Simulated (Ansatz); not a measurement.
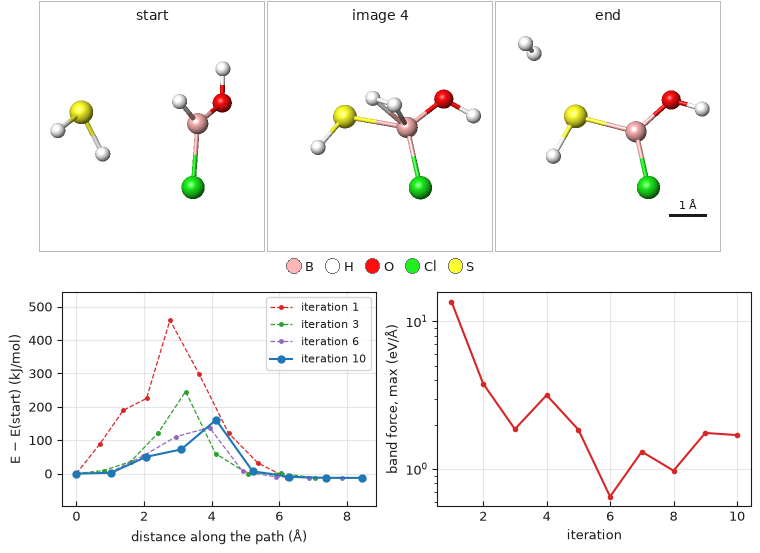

A nudged-elastic-band calculation for BH$_{4}$SOCl, made up at the start of BH$_{2}$OCl and H$_{2}$S. Images are numbered from 0 (start) to 8 (end). The plot follows the band through its iterations. Style: ball-and-stick. Shown at a tilt.

All numbers below come from Ansatz 0.2.0, RHF/def2-SVP. Set-up: 7 movable images; climbing image; force threshold 0.05 eV/Å; iteration limit 10; starting path through a guess of the saddle point.

**Did the band converge, and can the barrier be trusted?**

The result isn't final. The band hadn't converged when the run stopped after 10 iterations. The largest component of the band force went from 14 to 1.7 eV/Å. The barrier read from it is provisional: over the last two iterations the highest image moved from 139.1 kJ/mol to 161.0 kJ/mol. The iteration limit was low. The first iteration put the highest image at 459.6 kJ/mol. Forward barrier 161.0 kJ/mol, backward barrier 173.8 kJ/mol, with image 4 at the top; the reaction energy is −12.9 kJ/mol.

Limits of the set-up: the start holds two separate molecules, 3.4 Å apart at their closest, whose relative position is a soft coordinate and is computed without a dispersion correction; Hartree-Fock leaves out electron correlation.

The run took 70 s on 1 thread of Arm Neoverse V2 (shared host), peak memory 0.15 GiB.
